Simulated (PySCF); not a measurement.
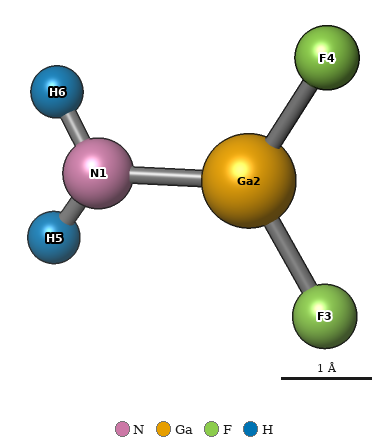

Figure 1. The structure as given in the input (ball-and-stick view, seen at a tilt; atoms are numbered from 1 in the order of the input). Sticks mark near contacts.

# Run report: GaNH₂F₂ (charge +1), geometry relaxation (part 1 of 2)

GaNH₂F₂, charge +1, multiplicity 2, computed with HF/3-21G, UHF (PySCF 2.14.0).

The atoms were displaced at random from an optimised geometry. The geometry is that of the parent species in another charge or spin state. Figures and captions count atoms from 1; the log counts them from 0 in places.

**Output**
```
[file] SyntaxWarning: invalid escape sequence '\W'
  S = {(paw_set(r)[0], bool(re.search(r"spin_orbit\W+true|paw_fr", str((r.get("files") or {}).get("input") or "")) or re.search("(?i)spin.orbit\W+(value\W+)?(true|yes)|value\W+spin-orbit", json.dumps(r.get("inputs"), default=str)))) for r in records}

#|     Arguments passed to driver run_optimizer():      |#
customengine              <pyscf.geomopt.geometric_solver.PySCFEngine object>
maxiter                   80
----------------------------------------------------------
Custom engine selected.
Bonds will be generated from interatomic distances less than 1.20 times sum of covalent radii
18 internal coordinates being used (instead of 18 Cartesians)
Internal coordinate system (atoms numbered from 1):
Distance 1-2
Distance 1-5
Distance 1-6
Distance 2-3
Distance 2-4
Angle 2-1-6
Angle 5-1-6
Angle 1-2-4
Angle 3-2-4
Out-of-Plane 1-2-5-6
Out-of-Plane 2-1-3-4
Dihedral 5-1-2-3
Dihedral 5-1-2-4
Dihedral 6-1-2-3
Dihedral 6-1-2-4
Translation-X 1-6
Translation-Y 1-6
Translation-Z 1-6
Rotation-A 1-6
Rotation-B 1-6
Rotation-C 1-6
<class 'geometric.internal.Distance'> : 5
<class 'geometric.internal.Angle'> : 4
<class 'geometric.internal.OutOfPlane'> : 2
<class 'geometric.internal.Dihedral'> : 4
<class 'geometric.internal.TranslationX'> : 1
<class 'geometric.internal.TranslationY'> : 1
<class 'geometric.internal.TranslationZ'> : 1
<class 'geometric.internal.RotationA'> : 1
<class 'geometric.internal.RotationB'> : 1
<class 'geometric.internal.RotationC'> : 1
> ===== Optimization Info: ====
> Job type: Energy minimization
> Maximum number of optimization cycles: 80
> Initial / maximum trust radius (Angstrom): 0.100 / 0.300
> Convergence Criteria:
> Will converge when all 5 criteria are reached:
>  |Delta-E| < 1.00e-06
>  RMS-Grad  < 3.00e-04
>  Max-Grad  < 4.50e-04
>  RMS-Disp  < 1.20e-03
>  Max-Disp  < 1.80e-03
> === End Optimization Info ===

Geometry optimization cycle 1
Cartesian coordinates (Angstrom)
 Atom        New coordinates             dX        dY        dZ
   N  -0.277878   0.938742  -0.142331    0.000000  0.000000  0.000000
  Ga   0.286287  -0.719050   0.031920    0.000000  0.000000  0.000000
   F   1.684271  -1.076025   1.007633    0.000000  0.000000  0.000000
   F  -0.464025  -2.056343  -0.781274    0.000000  0.000000  0.000000
   H   0.015357   1.711571   0.418883    0.000000 -0.000000 -0.000000
   H  -1.193792   1.142098  -0.576559    0.000000  0.000000  0.000000

WARN: Mole.unit (angstrom) is changed to Bohr

WARN: HOMO -0.33579821265981 >= LUMO -0.33579821265981

converged SCF energy = -2166.77542780484  <S^2> = 0.75741157  2S+1 = 2.0073979
--------------- SecondOrderUHF_Scanner gradients ---------------
         x                y                z
0 N     0.0587268087    -0.0616248735     0.0075710606
1 Ga    -0.0628539185     0.1441269423    -0.0115037937
2 F     0.0386562074    -0.0176070044     0.0241571792
3 F    -0.0123919092    -0.0407376607    -0.0182409590
4 H    -0.0126848791    -0.0204841438    -0.0063829251
5 H    -0.0094523092    -0.0036732599     0.0043994380
----------------------------------------------
cycle 1: E = -2166.7754278  dE = -2166.78  norm(grad) = 0.193485
Step    0 : Gradient = 7.899e-02/1.577e-01 (rms/max) Energy = -2166.7754278048
Hessian Eigenvalues: 2.30000e-02 2.77381e-02 2.82595e-02 ... 3.19163e-01 4.21474e-01 4.78066e-01

Geometry optimization cycle 2
Cartesian coordinates (Angstrom)
 Atom        New coordinates             dX        dY        dZ
   N  -0.341470   0.955284  -0.059342   -0.063592  0.016542  0.082989
  Ga   0.325123  -0.850321   0.019733    0.038836 -0.131271 -0.012187
   F   1.661155  -1.073836   0.979827   -0.023116  0.002189 -0.027806
   F  -0.436689  -2.095044  -0.772669    0.027336 -0.038701  0.008605
   H   0.017471   1.799888   0.395459    0.002114  0.088317 -0.023424
   H  -1.175369   1.205022  -0.604736    0.018423  0.062924 -0.028177
converged SCF energy = -2166.80125644617  <S^2> = 0.75885147  2S+1 = 2.008832
--------------- SecondOrderUHF_Scanner gradients ---------------
         x                y                z
0 N     0.0133809808    -0.0119454112     0.0072851925
1 Ga    -0.0069414575     0.0073172164    -0.0048842232
2 F    -0.0097387785    -0.0036614053    -0.0073710192
3 F     0.0099764101     0.0012560684     0.0081049865
4 H    -0.0052709942     0.0046108265    -0.0027171727
5 H    -0.0014061608     0.0024227052    -0.0004177638
----------------------------------------------
cycle 2: E = -2166.80125645  dE = -0.0258286  norm(grad) = 0.0299036
Step    1 : Displace = 8.867e-02/1.374e-01 (rms/max) Trust = 1.000e-01 (=) Grad = 1.221e-02/1.936e-02 (rms/max) E (change) = -2166.8012564462 (-2.583e-02) Quality = 0.958
Hessian Eigenvalues: 2.29999e-02 2.75381e-02 2.84354e-02 ... 3.73474e-01 4.21276e-01 4.80253e-01

Geometry optimization cycle 3
Cartesian coordinates (Angstrom)
 Atom        New coordinates             dX        dY        dZ
   N  -0.384994   0.948190  -0.082182   -0.043524 -0.007094 -0.022839
  Ga   0.325041  -0.868723   0.032467   -0.000081 -0.018402  0.012734
   F   1.680026  -1.003273   1.004601    0.018872  0.070563  0.024774
   F  -0.454177  -2.092714  -0.793837   -0.017488  0.002331 -0.021168
   H   0.085738   1.709659   0.419194    0.068267 -0.090229  0.023734
   H  -1.201415   1.247853  -0.621972   -0.026046  0.042831 -0.017236
converged SCF energy = -2166.80337627478  <S^2> = 0.75906785  2S+1 = 2.0090474
--------------- SecondOrderUHF_Scanner gradients ---------------
         x                y                z
0 N    -0.0043437551     0.0033675814    -0.0008858382
1 Ga    -0.0032224674     0.0057388110    -0.0021757355
2 F     0.0010196016    -0.0032539914     0.0003341249
3 F     0.0030272482    -0.0028602049     0.0018637784
4 H     0.0052669927    -0.0014367799     0.0029967379
5 H    -0.0017476199    -0.0015554162    -0.0021330675
----------------------------------------------
cycle 3: E = -2166.80337627  dE = -0.00211983  norm(grad) = 0.0126654
Step    2 : Displace = 6.563e-02/1.153e-01 (rms/max) Trust = 1.414e-01 (+) Grad = 5.171e-03/6.932e-03 (rms/max) E (change) = -2166.8033762748 (-2.120e-03) Quality = 0.885
Hessian Eigenvalues: 2.30001e-02 2.76396e-02 2.82750e-02 ... 3.93712e-01 4.23189e-01 4.79881e-01

Geometry optimization cycle 4
Cartesian coordinates (Angstrom)
 Atom        New coordinates             dX        dY        dZ
   N  -0.367157   0.938231  -0.074774    0.017836 -0.009959  0.007408
  Ga   0.328747  -0.888592   0.041987    0.003706 -0.019869  0.009520
   F   1.691535  -0.987445   1.011255    0.011509  0.015828  0.006654
   F  -0.483006  -2.075181  -0.814090   -0.028829  0.017533 -0.020254
   H   0.064559   1.729734   0.409110   -0.021180  0.020075 -0.010084
   H  -1.184458   1.224246  -0.615215    0.016957 -0.023608  0.006756
converged SCF energy = -2166.80411971656  <S^2> = 0.75894024  2S+1 = 2.0089203
--------------- SecondOrderUHF_Scanner gradients ---------------
         x                y                z
0 N    -0.0008778989     0.0018344007    -0.0000583152
1 Ga    -0.0036202861     0.0031093516    -0.0017288624
2 F     0.0028485961    -0.0008292997     0.0017840485
3 F     0.0001903553    -0.0039718444    -0.0008359593
4 H     0.0004528960     0.0001341119     0.0002598642
5 H     0.0010063377    -0.0002767201     0.0005792242
----------------------------------------------
cycle 4: E = -2166.80411972  dE = -0.000743442  norm(grad) = 0.0077533
Step    3 : Displace = 2.826e-02/3.918e-02 (rms/max) Trust = 2.000e-01 (+) Grad = 3.165e-03/5.076e-03 (rms/max) E (change) = -2166.8041197166 (-7.434e-04) Quality = 1.209
Hessian Eigenvalues: 2.30001e-02 2.76380e-02 2.84033e-02 ... 3.78195e-01 4.38853e-01 4.83053e-01

Geometry optimization cycle 5
Cartesian coordinates (Angstrom)
 Atom        New coordinates             dX        dY        dZ
   N  -0.362601   0.929284  -0.075139    0.004556 -0.008947 -0.000365
  Ga   0.344532  -0.893246   0.052536    0.015785 -0.004654  0.010549
   F   1.703032  -0.994143   1.017919    0.011497 -0.006698  0.006664
   F  -0.502380  -2.035994  -0.819493   -0.019374  0.039187 -0.005403
   H   0.051255   1.733336   0.400847   -0.013303  0.003602 -0.008263
   H  -1.183619   1.201756  -0.618398    0.000839 -0.022489 -0.003183
converged SCF energy = -2166.80435168567  <S^2> = 0.75888259  2S+1 = 2.0088629
--------------- SecondOrderUHF_Scanner gradients ---------------
         x                y                z
0 N     0.0001125801     0.0003893809    -0.0000235089
1 Ga    -0.0005922802    -0.0015813784    -0.0004193298
2 F    -0.0008018381     0.0001607012    -0.0006758615
3 F     0.0012523914     0.0006060966     0.0009263829
4 H    -0.0006500848    -0.0001695375    -0.0004718298
5 H     0.0006792316     0.0005947372     0.0006641471
----------------------------------------------
cycle 5: E = -2166.80435169  dE = -0.000231969  norm(grad) = 0.00300698
Step    4 : Displace = 2.387e-02/4.414e-02 (rms/max) Trust = 2.828e-01 (+) Grad = 1.228e-03/1.740e-03 (rms/max) E (change) = -2166.8043516857 (-2.320e-04) Quality = 1.144
Hessian Eigenvalues: 2.30001e-02 2.75969e-02 2.85800e-02 ... 4.32491e-01 4.47441e-01 4.84509e-01

Geometry optimization cycle 6
Cartesian coordinates (Angstrom)
 Atom        New coordinates             dX        dY        dZ
   N  -0.361635   0.927663  -0.074837    0.000966 -0.001621  0.000302
  Ga   0.353766  -0.890806   0.055218    0.009234  0.002440  0.002682
   F   1.710749  -1.003606   1.023028    0.007717 -0.009462  0.005109
   F  -0.512168  -2.018979  -0.821156   -0.009788  0.017015 -0.001663
   H   0.044798   1.738145   0.397621   -0.006457  0.004809 -0.003226
   H  -1.185290   1.188577  -0.621602   -0.001671 -0.013180 -0.003204
converged SCF energy = -2166.80438592846  <S^2> = 0.7588925  2S+1 = 2.0088728
--------------- SecondOrderUHF_Scanner gradients ---------------
         x                y                z
0 N     0.0000853733    -0.0003666077     0.0000367207
1 Ga     0.0001861473    -0.0003270611     0.0000364696
2 F     0.0000098500     0.0000546161     0.0000253919
3 F    -0.0000231691    -0.0000614340    -0.0000231810
4 H    -0.0003035164     0.0001342263    -0.0002113874
5 H     0.0000453149     0.0005662605     0.0001359862
----------------------------------------------
cycle 6: E = -2166.80438593  dE = -3.42428e-05  norm(grad) = 0.000889146
Step    5 : Displace = 1.243e-02/1.975e-02 (rms/max) Trust = 3.000e-01 (+) Grad = 3.630e-04/5.841e-04 (rms/max) E (change) = -2166.8043859285 (-3.424e-05) Quality = 1.125
Hessian Eigenvalues: 2.30001e-02 2.75374e-02 2.88895e-02 ... 4.32679e-01 4.54859e-01 4.81743e-01

Geometry optimization cycle 7
Cartesian coordinates (Angstrom)
 Atom        New coordinates             dX        dY        dZ
   N  -0.361112   0.927955  -0.074703    0.000523  0.000292  0.000133
  Ga   0.354599  -0.889358   0.056021    0.000833  0.001449  0.000804
   F   1.711593  -1.005639   1.023253    0.000845 -0.002033  0.000226
   F  -0.513587  -2.015110  -0.821203   -0.001419  0.003869 -0.000047
   H   0.044279   1.739243   0.397551   -0.000519  0.001098 -0.000070
   H  -1.185552   1.183902  -0.622648   -0.000262 -0.004674 -0.001045
converged SCF energy = -2166.8043894359  <S^2> = 0.75888895  2S+1 = 2.0088693
--------------- SecondOrderUHF_Scanner gradients ---------------
         x                y                z
0 N    -0.0000066400    -0.0002385162    -0.0000556654
1 Ga     0.0001105767    -0.0000739051     0.0000463208
2 F    -0.0000368885     0.0000237173    -0.0000149052
3 F    -0.0000171728     0.0000345647     0.0000024948
4 H    -0.0000069808     0.0000999358     0.0000187836
5 H    -0.0000428945     0.0001542037     0.0000029715
----------------------------------------------
cycle 7: E = -2166.80438944  dE = -3.50744e-06  norm(grad) = 0.000345724
Step    6 : Displace = 2.892e-03/4.788e-03 (rms/max) Trust = 3.000e-01 (=) Grad = 1.411e-04/2.450e-04 (rms/max) E (change) = -2166.8043894359 (-3.507e-06) Quality = 1.187
Hessian Eigenvalues: 2.29998e-02 2.76381e-02 2.88715e-02 ... 4.34560e-01 4.55982e-01 4.90114e-01

Geometry optimization cycle 8
Cartesian coordinates (Angstrom)
 Atom        New coordinates             dX        dY        dZ
   N  -0.360922   0.928299  -0.074462    0.000190  0.000344  0.000242
  Ga   0.354432  -0.888926   0.056194   -0.000166  0.000431  0.000173
   F   1.711659  -1.006272   1.023091    0.000066 -0.000633 -0.000162
   F  -0.513622  -2.014698  -0.821191   -0.000035  0.000412  0.000013
   H   0.044110   1.739822   0.397472   -0.000168  0.000580 -0.000079
   H  -1.185439   1.182768  -0.622833    0.000113 -0.001134 -0.000186
converged SCF energy = -2166.80438970204  <S^2> = 0.75888618  2S+1 = 2.0088665
--------------- SecondOrderUHF_Scanner gradients ---------------
         x                y                z
0 N    -0.0000033733    -0.0000584342    -0.0000179454
1 Ga    -0.0000061855     0.0000269629    -0.0000031372
2 F     0.0000127899     0.0000003096     0.0000111213
3 F    -0.0000078623     0.0000016144    -0.0000030782
4 H     0.0000112209     0.0000177028     0.0000142734
5 H    -0.0000065898     0.0000118446    -0.0000012339
----------------------------------------------
cycle 8: E = -2166.8043897  dE = -2.66142e-07  norm(grad) = 7.55817e-05
```

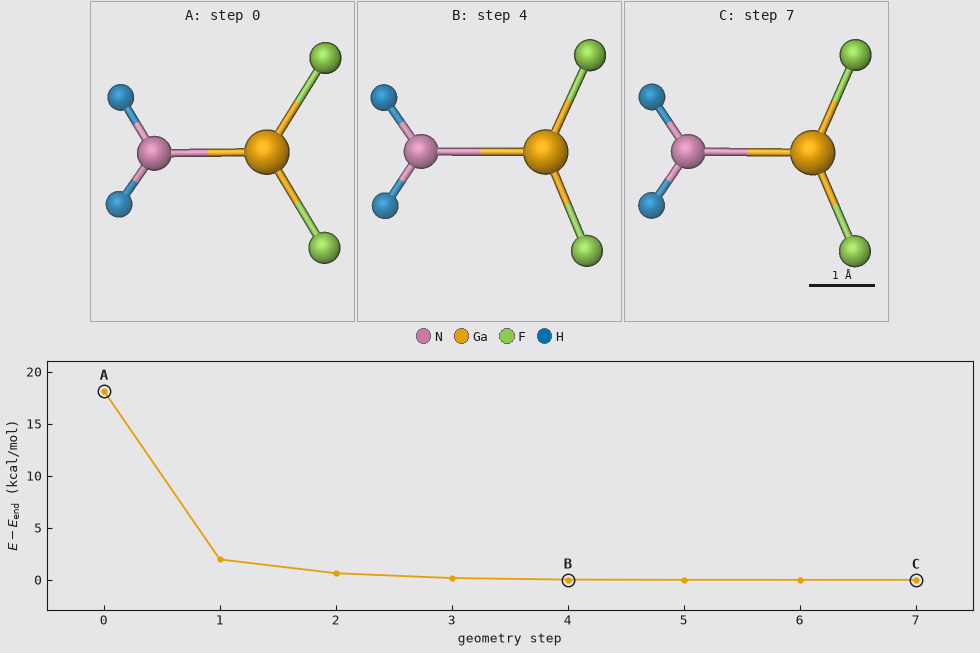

Figure 2. Frames of the relaxation (ball-and-stick view, seen at a tilt) above the curves, on which the letters mark them (steps are counted from 0).
